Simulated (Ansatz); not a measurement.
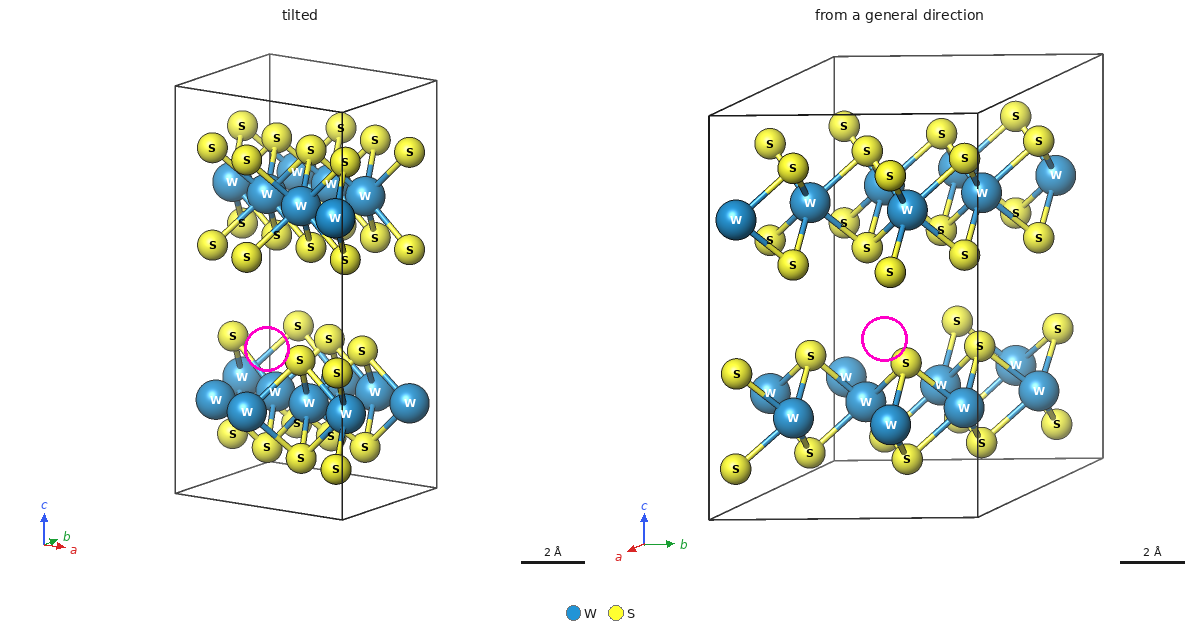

An orthographic ball-and-stick view of the structure, slightly off an axis and from a general direction. Thin lines show the supercell, with boundary atoms drawn in all their periodic places. The host is WS$_{2}$, in a cell of 42 sites, and the cell carries a charge of -1. A ring marks the defect's site.

Which defect is modelled here, and what are its neighbours?

A sulfur vacancy. Around the empty site lie three W at about 2.3 to 2.4 Å.

The atoms were relaxed in the host's cell with Ansatz, DFT r2SCAN, scalar-relativistic, plane waves, PAW.
